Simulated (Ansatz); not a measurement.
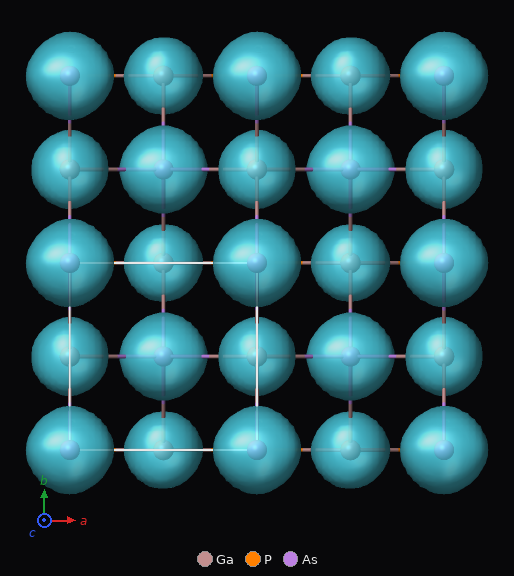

*Ga₄As₃P. Isosurface of the valence electron density at 0.6 e/Å³ (cyan), seen along the c axis. Sticks mark near contacts.*

Space group P-4m2; a structure generated by program, which may or may not match a known phase.

All numbers below come from Ansatz 0.2.0, DFT PBE, scalar-relativistic, plane waves, PAW.

In a PAW calculation such maps are meaningful between the atoms, not at the nuclei.

```
CELL_PARAMETERS angstrom
4.01887 0.00000 0.00000
0.00000 4.01887 0.00000
0.00000 0.00000 11.37135
ATOMIC_POSITIONS crystal
Ga 0.50000 0.00000 0.61815
Ga 0.00000 0.50000 0.87260
Ga 0.50000 0.00000 0.12740
Ga 0.00000 0.50000 0.38185
P 0.00000 0.00000 0.50000
As 0.00000 0.00000 0.00000
As 0.50000 0.50000 0.25457
As 0.50000 0.50000 0.74543
```

How is the density connected at this value?

At this value the density breaks into separate islands; it holds about 75 % of the electrons treated as valence (semicore included). It bridges none of the near contacts. It is pinched off along the shortest Ga–P (2.42 Å) and Ga–As (2.48 Å) contacts. On the grid the lowest density along these lines, outside the cores, is 0.48 e/Å³ (Ga–P, 2.42 Å) and 0.46 e/Å³ (Ga–As, 2.48 Å).
